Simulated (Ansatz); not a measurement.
Consider ZnSe in the zinc blende structure (space group F-43m, No. 216; a = 5.633 Å).

Structures relaxed with Ansatz (a quantum-chemistry and plane-wave program), PBEsol, PAW, cutoff 420 eV, no spin-orbit coupling.

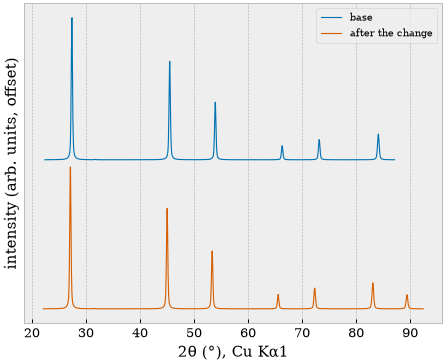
Fig. 1. Simulated powder patterns before (top) and after one change

Problem. Name the change that was made.
A) isotropic strain +1.00 %
B) isotropic strain −0.50 %
C) isotropic strain +2.00 %
D) isotropic strain +1.50 %

Solution. A, isotropic strain +1.00 %. Its volume per atom is 23.02 Å³ against 22.35 Å³, and its space group is F-43m (No. 216).

Stability against distortions was not tested.
